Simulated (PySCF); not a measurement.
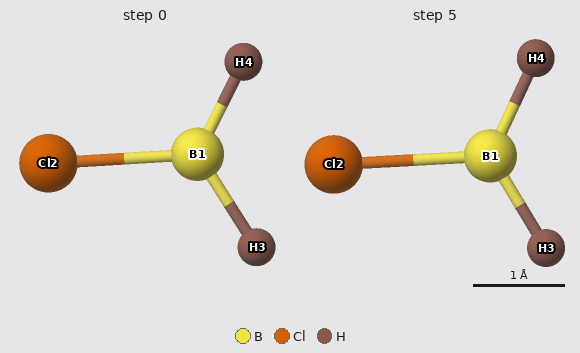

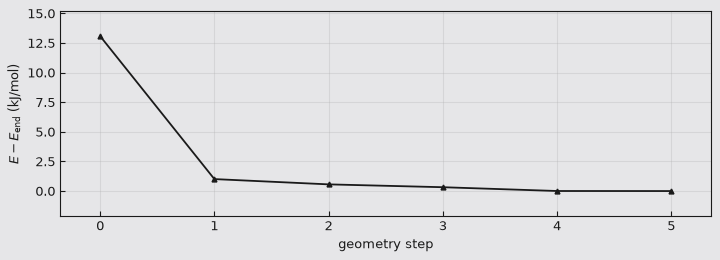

First and last geometry of a relaxation of BH₂Cl, with the history of the run. The picture is a ball-and-stick view, seen face on.

The start comes from GFN2-xTB. Its atoms were then displaced at random by about 0.01 Å.

Level of theory: PBE0-D3(BJ)/def2-TZVP geometry optimisation, gas phase (PySCF). 

**What do the curves and the structures tell?**

It converged. Over 5 geometry steps the energy falls by 13.1 kJ/mol. Cl2 moves most after the best rigid fit: 0.054 Å. By element the largest moves are Cl 0.054 Å, H 0.047 Å, B 0.036 Å. Among the contacts that change: B1–Cl2 1.650 → 1.733 Å, B1–H4 1.141 → 1.190 Å, B1–H3 1.217 → 1.190 Å. Bond angles that change, for instance: H3–B1–H4 121.1° → 123.9°. The run took 7.3 s on 1 thread of Arm Neoverse V1 (shared host).
